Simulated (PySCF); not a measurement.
```xyz
8

C    -1.5096    0.1459   -0.1079
C    -0.0750    0.0071    0.0151
C     1.1312   -0.1087    0.1132
C     2.4942   -0.2410    0.2293
N     3.6473   -0.3535    0.3294
H    -1.8069    1.2030   -0.0277
H    -1.8554   -0.2357   -1.0810
H    -2.0257   -0.4170    0.6851
```

Geometry: PBE0-D3(BJ)/def2-SVP.

Computed with wB97X-D/def2-SVPD, SCF density, gas phase (PySCF).

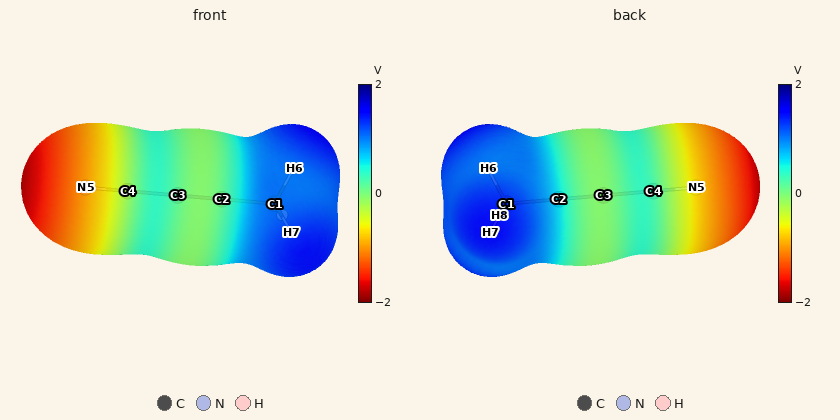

C4H3N (SMILES CC#CC#N). The molecular electrostatic potential painted on the density surface at 0.002 e/bohr³, seen from the front and from behind; red is negative and blue positive.

Q: Which sites attract a positive test charge, and which a negative one?

A: A positive charge is drawn to the negative regions and a negative charge to the positive ones. The most negative region (about −1.8 V, or −42 kcal/mol for a unit charge) lies over N5, the most positive (about +1.5 V, or +35 kcal/mol for a unit charge) over H6, H7 and H8. N5 is the likeliest acceptor of a hydrogen bond.
